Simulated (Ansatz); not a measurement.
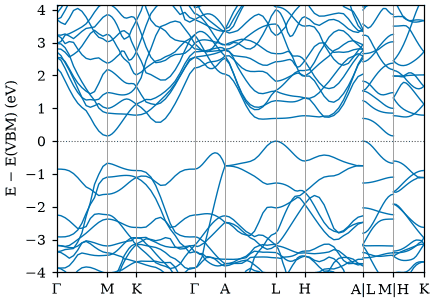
Fig. 1. Band structure from r²SCAN in the plane-wave PAW code Ansatz

Read off the gap and where the band edges lie.

About 0.2 eV (0.16 eV by a search for the band edges); maximum at L, minimum at M.

Which of these materials gives this?
(A) ZnO, wurtzite
(B) CdTe, wurtzite
(C) Si, P6_3/mmc (Si on 4f)
(D) Si2Mo, P6_222 (Si on 6j, Mo on 3d)

D, Si2Mo, P6_222 (Si on 6j, Mo on 3d)

The first step of the workflow began from a Materials Project structure, measured or hypothetical; the Crystallography Open Database copy checked does not list it. It is not the phase usual at ambient conditions (space group No. 139). The r²SCAN relaxation kept the symmetry of its start; phonons on a q-mesh show no instability. No spin polarisation was allowed. Scalar-relativistic: spin–orbit coupling is off unless named, which matters more the heavier the elements.

Potentials: the earlier of the program's two PAW sets.
